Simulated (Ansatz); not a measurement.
The structure below was relaxed with r2SCAN (Ansatz, a first-principles code, PAW, scalar-relativistic without spin-orbit coupling).

```xyz
2
Lattice="3.5200 0.0000 0.0000 -1.7600 3.0484 0.0000 0.0000 0.0000 5.6016" Properties=species:S:1:pos:R:3 pbc="T T T"
Tl     0.0000     2.0323     4.2012
Tl     1.7600     1.0161     1.4004
```

**Question.** Find the space group and the Wyckoff positions.

**Answer.** Space group P6₃/mmc (No. 194); a = b = 3.520 Å, c = 5.602 Å, α = β = 90.00°, γ = 120.00°

```json
[
 {"atom": "Tl", "site": "2d", "symmetry": "-6m2", "x": "0.6667", "y": "0.3333", "z": "0.2500"}
]
```

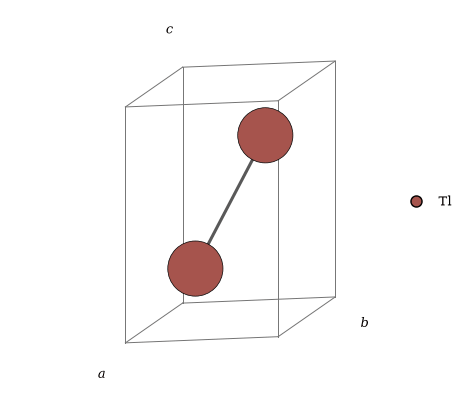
The conventional cell

Stability against distortions was not tested. The cell was made from Lu by this change: Lu → Tl.
